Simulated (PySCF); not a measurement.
# One shape, several levels: SnH3SeCl (SMILES [Cl][SnH2][SeH])

Aim: a comparison of 3 runs (PBE0/def2-SVP, PBE/def2-TZVP, MP2/def2-TZVP) of SnH3SeCl. The job is set up through a Python script.

The calculation is run with PySCF 2.14.0.

## (1) The system as given

The species is SnH3SeCl (6 atoms), meant as a singlet with charge 0. As SMILES, `[Cl][SnH2][SeH]`. The shape is that of a PBE0-D4/def2-TZVP optimisation. This is one conformer, not always the lowest.

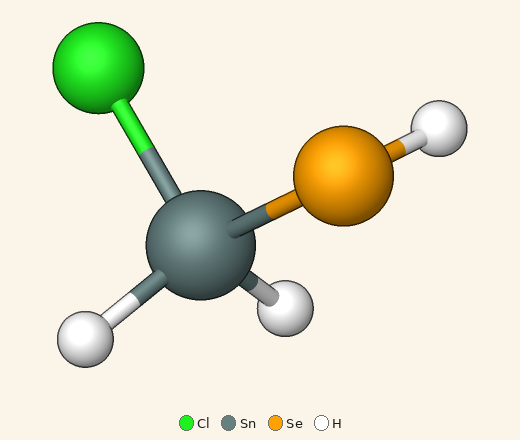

The structure, seen from a chosen angle (chlorine green, tin teal, selenium orange, hydrogen white).

## (2) Energy and gradient at PBE0/def2-SVP (core potential) (run 1)

Input file input.py:

```python
import pyscf.grad
from pyscf import gto, dft

mol = gto.M(
    atom='''
Cl    -2.327600     0.223200    -0.538600
Sn    -0.050400    -0.289200    -0.540000
Se     0.816200    -0.253000     1.818500
H      0.085900    -1.878000    -1.124700
H      0.678200     0.917300    -1.489800
H      0.839800     1.215600     1.828400
''',
    verbose=3,
    basis='def2-svp',
    max_memory=1860,
    ecp={'Sn': 'def2-svp'},
    charge=0,
)

mf = dft.RKS(mol)
mf.xc = 'pbe0'
mf.conv_tol = 1e-10
mf.grids.level = 5
mf.kernel()
if not mf.converged:
    mf = mf.newton().run(mf.mo_coeff, mf.mo_occ)

energy = mf.e_tot
print('E(%s) = %.9f' % ('PBE0', energy))
grad = mf.Gradients().kernel()
mf.analyze()
```

Started as:

```bash
$ OMP_NUM_THREADS=1 python input.py
```

Output:

```text
converged SCF energy = -3077.03735345673
[... 13 lines left out ...]
MO #3   energy= -58.208170805417   occ= 2
[... 10 lines left out ...]
MO #14  energy= -5.81940461266355  occ= 2
[... 10 lines left out ...]
MO #25  energy= -1.0867948667253   occ= 2
[... 10 lines left out ...]
MO #36  energy= -0.315049486690781 occ= 2
[... 10 lines left out ...]
MO #47  energy= 0.213281862756003  occ= 0
[... 10 lines left out ...]
MO #58  energy= 0.561811347093211  occ= 0
[... 10 lines left out ...]
MO #69  energy= 0.903164740643269  occ= 0
[... 10 lines left out ...]
MO #80  energy= 1.80333946017751   occ= 0
[... 10 lines left out ...]
MO #91  energy= 51.8081767725669   occ= 0
[... 7 lines left out ...]
Dipole moment(X, Y, Z, Debye):  2.02545,  0.14159, -0.73949
```

Wall time 50 s (1 thread of Intel Xeon at 2.70GHz, shared host); peak memory 0.89 GiB.

## (3) Energy and gradient at PBE/def2-TZVP (core potential) (run 2)

Input file geometry.xyz:

```xyz
6

Cl    -2.327600     0.223200    -0.538600
Sn    -0.050400    -0.289200    -0.540000
Se     0.816200    -0.253000     1.818500
H      0.085900    -1.878000    -1.124700
H      0.678200     0.917300    -1.489800
H      0.839800     1.215600     1.828400
```

Input file job.py:

```python
# [Cl][SnH2][SeH]
from pyscf import gto, dft

mol = gto.M(
    atom='geometry.xyz',
    basis='def2-tzvp',
    verbose=4,
    charge=0,
    ecp={'Sn': 'def2-svp'},
    spin=0,
    max_memory=1860,
)

ks = dft.RKS(mol)
ks.xc = 'pbe'
ks.grids.level = 5
ks.conv_tol = 1e-10
ks.kernel()
if not ks.converged:
    ks = ks.newton().run(ks.mo_coeff, ks.mo_occ)

energy = ks.e_tot
print('E = %.10f Eh' % energy)
grad = ks.nuc_grad_method().kernel()
dip = ks.dip_moment()
pop, q = ks.mulliken_pop()
```

Started as:

```bash
$ OMP_NUM_THREADS=1 python job.py
```

Output:

```text
PySCF version 2.14.0

[... 85 lines left out ...]
converged SCF energy = -3077.37463928561
[... 14 lines left out ...]
Dipole moment(X, Y, Z, Debye):  1.94433,  0.01537, -0.57010
[... 160 lines left out ...]
charge of    5H =      0.13665
```

It took 2.4 min on 1 thread of Intel Xeon at 2.70GHz, shared host; peak memory 1.8 GiB.

## (4) Energy and gradient at MP2/def2-TZVP (core potential) (run 3)

Input file job.py:

```python
from pyscf import gto, mp

mol = gto.M(
    atom=[
    ('Cl', (-2.327600, 0.223200, -0.538600)),
    ('Sn', (-0.050400, -0.289200, -0.540000)),
    ('Se', (0.816200, -0.253000, 1.818500)),
    ('H', (0.085900, -1.878000, -1.124700)),
    ('H', (0.678200, 0.917300, -1.489800)),
    ('H', (0.839800, 1.215600, 1.828400)),
],
    max_memory=1860,
    basis='def2-tzvp',
    verbose=3,
    ecp={'Sn': 'def2-svp'},
)

mf = mol.RHF()
mf.conv_tol = 1e-10
mf.kernel()
if not mf.converged:
    mf = mf.newton().run(mf.mo_coeff, mf.mo_occ)

pt = mp.MP2(mf, frozen=18).run()
e_tot = pt.e_tot
print('E = %.10f Eh' % e_tot)
grad = pt.nuc_grad_method().kernel()
mf.analyze()
```

Started as:

```bash
$ OMP_NUM_THREADS=1 python job.py
```

Output:

```text
converged SCF energy = -3074.52279101274
[... 21 lines left out ...]
MO #9   energy= -8.00821741850245  occ= 2
[... 17 lines left out ...]
MO #27  energy= -1.36365732913006  occ= 2
[... 17 lines left out ...]
MO #45  energy= 0.17826211400702   occ= 0
[... 17 lines left out ...]
MO #63  energy= 0.56715669968609   occ= 0
[... 17 lines left out ...]
MO #81  energy= 1.15535974552455   occ= 0
[... 17 lines left out ...]
MO #99  energy= 1.72728077200504   occ= 0
[... 17 lines left out ...]
MO #117 energy= 2.41252330117684   occ= 0
[... 17 lines left out ...]
MO #135 energy= 3.08325367875652   occ= 0
[... 17 lines left out ...]
MO #153 energy= 114.074761936677   occ= 0
[... 7 lines left out ...]
Dipole moment(X, Y, Z, Debye):  2.15547,  0.02934, -0.84484
```

Run time: 3.3 min. Hardware: 1 thread of Intel Xeon at 2.70GHz, shared host; peak memory 1.9 GiB.

## (5) All runs side by side

```tsv
run	level	integration grid	frozen core orbitals	energy (Eh)	dipole moment (D) of the reference	HOMO energy (eV)	LUMO energy (eV)	wall time
1	PBE0/def2-SVP (core potential)	5	–	-3077.037353	2.16	-7.28	-1.10	50 s
2	PBE/def2-TZVP (core potential)	5	–	-3077.374639	2.03	-6.25	-2.21	2.4 min
3	MP2/def2-TZVP (core potential)	–	18	-3075.296634	2.32	-9.99	1.95	3.3 min
```

## (6) Summary of results

| quantity | value |
| --- | --- |
| run 3: total energy | -3075.29663 Eh |
| run 3: dipole moment (Hartree–Fock density) | 2.32 D |
| run 3: HOMO energy (Hartree–Fock orbitals) | -9.99 eV |
| run 3: LUMO energy (Hartree–Fock orbitals) | 1.95 eV |
| run 3: HOMO–LUMO gap (Hartree–Fock orbitals) | 11.94 eV |
| run 3: correlation energy (18 core orbitals frozen) | -773.8 mEh |
| run 3: largest force on an atom | 0.331 eV/Å |

Totals of different functionals can't be ranked against each other. All runs together took 6.5 min, the longest 3.3 min.
